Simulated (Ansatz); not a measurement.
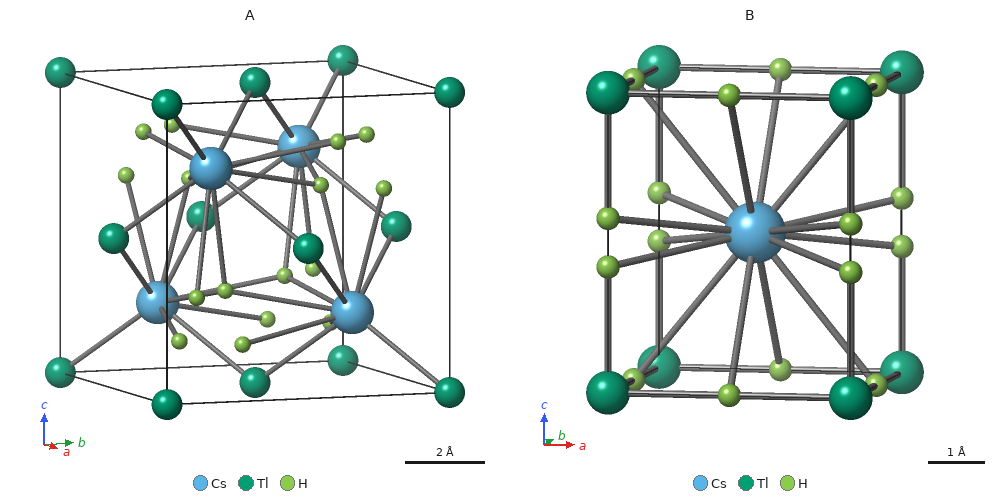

Two structures of CsTlH₄, each relaxed to rest (conventional cells in solid outline, small ones repeated, not to one scale). Method: DFT PBE, scalar-relativistic, plane waves, PAW in Ansatz 0.2.0, without spin polarisation.

> What structure does each panel show?

A: 24 atoms a cell on a face-centred cubic lattice, F-43m. B: 6 atoms a cell on a primitive tetragonal lattice, P4/mmm.

> Compare their energies: which is lower?

B is lower, by 899 meV/atom at this level of theory (energies at zero smearing). Volumes: A 18.9, B 17.7 Å³/atom.

One or both may be structure types tried for this composition rather than known phases.
